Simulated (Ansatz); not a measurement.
Fields on a plane of Mg2Si (antifluorite type, space group Fm-3m)

```xyz
3
Lattice="0.0000 3.1824 3.1824 3.1824 0.0000 3.1824 3.1824 3.1824 0.0000" Properties=species:S:1:pos:R:3 pbc="T T T"
Si     0.0000     0.0000     0.0000
Mg     1.5912     1.5912     1.5912
Mg     4.7736     4.7736     4.7736
```

The slice is a {110} plane (indices of the conventional cell) through the point (0.750, 0.750, 0.750) (fractional), spanned by u = [100] and v = [1 -1 -1] in vectors of this cell: u (4.50 Å) and v (6.36 Å, at 90° to u). It covers one period; positions are fractions (u, v).

Atoms on it: Si at (0.50, 0.75); Mg at (0.00, 0.50); Mg at (0.00, 0.00).

The numbers are results of PBE (plane waves to 420 eV, PAW, scalar-relativistic; Ansatz, a program for electronic structure), not measurements. k mesh 9×9×9. These are valence fields of a PAW run, semicore shells included where kept as valence: close to a nucleus they are smooth pseudo fields. Mg2Si was relaxed with its symmetry unable to fall.

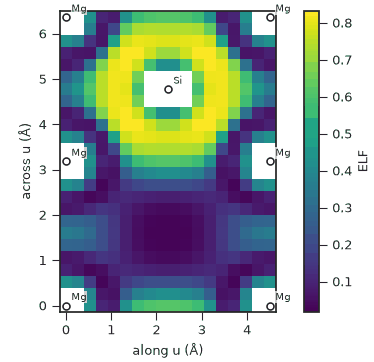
Fig. 1. Electron localisation function (ELF), one period of the plane, atoms marked. Points within 0.5 Å of a nucleus are left white, as the pseudised field means little there.

| v \ u | 0.00 | 0.18 | 0.35 | 0.53 | 0.71 | 0.88 |
|---|---|---|---|---|---|---|
| 0.88 | -0.6 | -0.8 | -0.5 | -0.4 | -0.6 | -0.8 |
| 0.75 | -1.0 | -0.7 | -0.4 | -1.2 | -0.4 | -0.9 |
| 0.62 | -0.6 | -0.8 | -0.5 | -0.4 | -0.6 | -0.8 |
| 0.50 | 1.5 | -0.6 | -0.9 | -0.9 | -1.0 | 0.5 |
| 0.38 | -0.6 | -1.1 | -1.4 | -1.5 | -1.4 | -0.9 |
| 0.25 | -1.0 | -1.2 | -1.6 | -1.8 | -1.5 | -1.1 |
| 0.12 | -0.6 | -1.1 | -1.4 | -1.5 | -1.4 | -0.9 |
| 0.00 | 1.5 | -0.6 | -0.9 | -0.9 | -1.0 | 0.5 |

Values: log₁₀ of the valence density in e/Å³. The scale is logarithmic, as a density can span decades between atoms and voids.

| Quantity | Value |
|---|---|
| Density on the Si–Mg line (2.76 Å) at its density minimum, 1.7 Å from Si | 0.17 e/Å³ |
| ELF at that point | 0.2 |
| ELF maximum in the middle third of the Si–Mg line | 0.83, 1.2 Å from Si |
| Element round which the density of the highest valence band (whole band, smooth part) is largest on this plane | Si |
